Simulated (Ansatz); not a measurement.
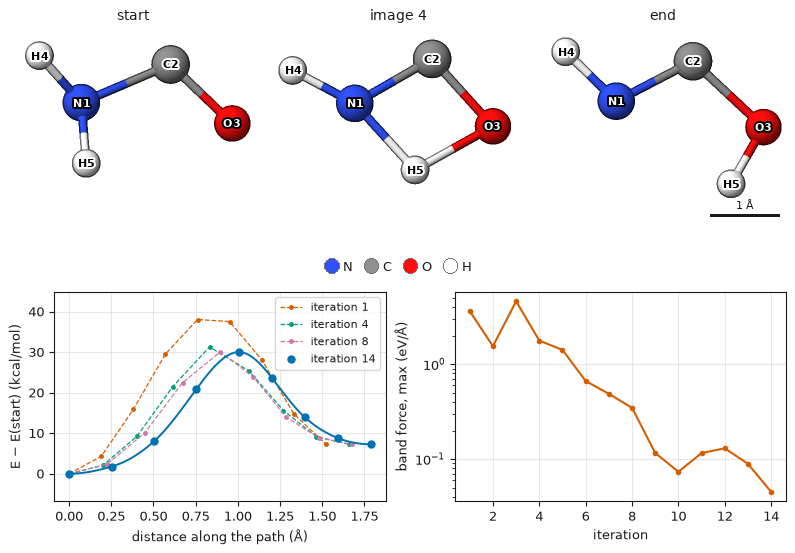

A search for the minimum-energy path of CH2NO (charge −1) by the nudged elastic band. Images are numbered from 0 (start) to 8 (end). The plot follows the band through its iterations. The picture is a ball-and-stick view, seen at a tilt.

Theory: RKS B3LYP-D4/def2-SVP in Ansatz.

Input
```yaml
crystal:
  periodic: [false, false, false]
  atoms:
    - { symbol: "N", position_ang: [-0.409422, 0.119613, -0.414529] }
    - { symbol: C, position_ang: [0.928989, -0.338038, -0.055841] }
    - { symbol: O, position_ang: [0.935421, -0.946712, 1.027428] }
    - { symbol: H, position_ang: [-0.400188, 0.985205, -0.958204] }
    - { symbol: H, position_ang: [-1.05481, 0.179931, 0.401145] }
total_charge: -1
basis:
  gaussian: { orbitals: def2-SVP }
hamiltonian:
  xc: b3lyp
  dispersion: d4
neb:
  order_check: false
  images: 7
  f_tol: 0.05
  max_iterations: 60
  initial_path: linear
  final_atoms:
    - { symbol: "N", position_ang: [-0.37556262, 0.50462329, -0.5781083] }
    - { symbol: C, position_ang: [0.69363638, -0.12443013, -0.16407316] }
    - { symbol: O, position_ang: [0.38011853, -0.79985378, 1.02611396] }
    - { symbol: H, position_ang: [-0.12313647, 0.99143025, -1.44940862] }
    - { symbol: H, position_ang: [-0.57506582, -0.57177062, 1.16547513] }
```

Launched with:
```bash
ansatz run input.yaml --threads 1 --pin off --max-ram 2048MiB --backend cpu --events-out ev --progress --plain --runs-dir out
```

Did the band converge, and can the barrier be trusted?

The run is converged, with reservations. The band converged in 14 iterations. The largest component of the band force went from 3.6 to 0.045 eV/Å. The climbing image converged on the top of the path. Its curvatures weren't checked. The straight starting path can push atoms close together and costs iterations. The first iteration put the highest image at 38.0 kcal/mol. The highest point, image 4, lies 30.0 kcal/mol above the start and 22.7 kcal/mol above the end; the end is at +7.3 kcal/mol relative to the start.

Limits of the set-up: the basis has no diffuse functions, which an anion needs.

Cost: 100 s on 1 thread of Arm Neoverse V1 (shared host), peak memory 0.09 GiB.
